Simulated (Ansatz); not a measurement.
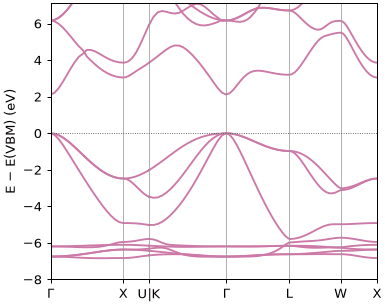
Band structure from LDA in the plane-wave PAW code Ansatz

Problem. Read off the gap and where the band edges lie.

Solution. About 2.1 eV (2.12 eV by a search for the band edges); maximum at Γ, minimum at Γ.

Problem. Pick the material that matches.
(A) ZnSe, zinc blende
(B) BeTe, zinc blende
(C) ZnS, zinc blende
(D) BP, zinc blende

Solution. C, ZnS, zinc blende

Space group F-43m (zinc blende). The cell was relaxed with LDA under the symmetry of its start.

Potentials: the earlier of the program's two PAW sets. The files were generated under PBE; for other functionals the program regenerates the frozen cores, and for LDA and PBEsol the local potential too.
